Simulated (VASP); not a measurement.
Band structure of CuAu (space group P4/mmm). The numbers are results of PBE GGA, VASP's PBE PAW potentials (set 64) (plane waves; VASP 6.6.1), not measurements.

Unless said otherwise, spin-orbit coupling is left out, though it shifts the bands of the heavy elements here.

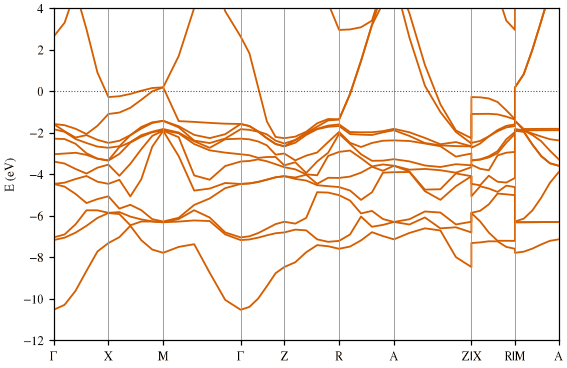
Fig. 1. Bands along high-symmetry lines, zero at the valence-band maximum or, without a gap, the Fermi level

**Question.** Read the plot: is there a gap, and where are the band edges?

**Answer.** It has no gap at this level: it comes out as a metal or semimetal.

The structure comes from a computed database's CuAu entry; how it stands against other phases isn't given here. The cell was not relaxed at this level.
